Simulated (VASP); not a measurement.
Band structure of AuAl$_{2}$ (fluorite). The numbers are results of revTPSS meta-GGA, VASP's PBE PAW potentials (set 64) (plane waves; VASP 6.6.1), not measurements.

Unless said otherwise, spin-orbit coupling is left out, though it shifts the bands of the heavy elements here.

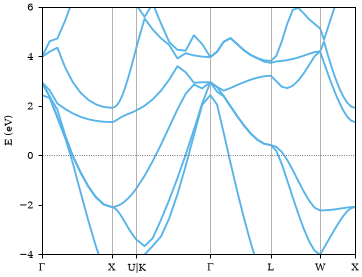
Fig. 1. Bands along high-symmetry lines, zero at the valence-band maximum or, without a gap, the Fermi level

Problem. Read the plot: is there a gap, and where are the band edges?

Solution. It has no gap at this level: it comes out as a metal or semimetal.

The compound is AuAl2 in the fluorite structure. The cell was not relaxed at this level. The electron count is odd and the run is not spin-polarised, which forces a metal.
